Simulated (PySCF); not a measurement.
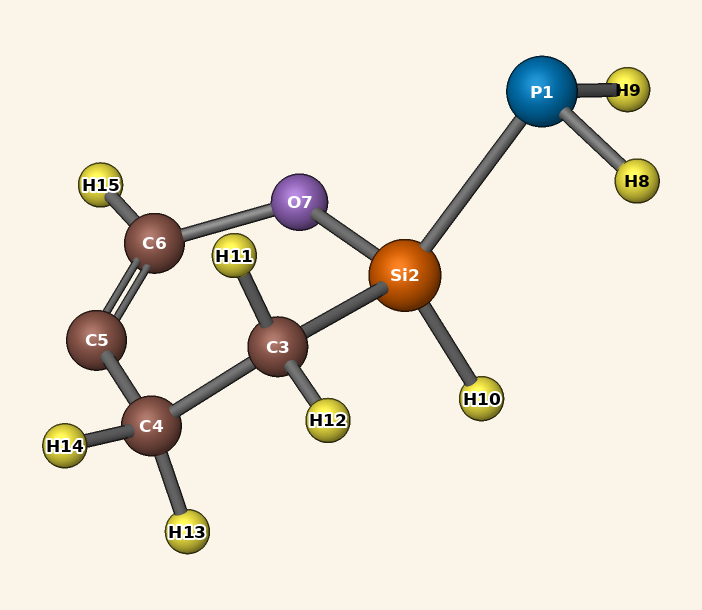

The questions are on Mulliken spin populations. Charge 0, doublet. The geometry was computed by an optimisation with GFN2-xTB. No frequency run is at hand to confirm it as a minimum. Method: UKS B3LYP, pcH-1 on C H O P Si, non-relativistic (PySCF 2.14.0).

Give the Mulliken spin populations atom by atom.

| atom | value (e) |
| --- | --- |
| P1 | 0.00 |
| Si2 | −0.01 |
| C3 | 0.05 |
| C4 | −0.04 |
| C5 | 1.00 |
| C6 | −0.11 |
| O7 | 0.05 |
| H8 | 0.00 |
| H9 | 0.00 |
| H10 | 0.00 |
| H11 | 0.00 |
| H12 | 0.01 |
| H13 | 0.01 |
| H14 | 0.02 |
| H15 | 0.02 |

Mulliken values depend strongly on the basis set. The geometry is semi-empirical. Around P, Si such bond lengths and angles can be off by a tenth of an ångström or more and by several degrees, and values that hang on the shape move with them.
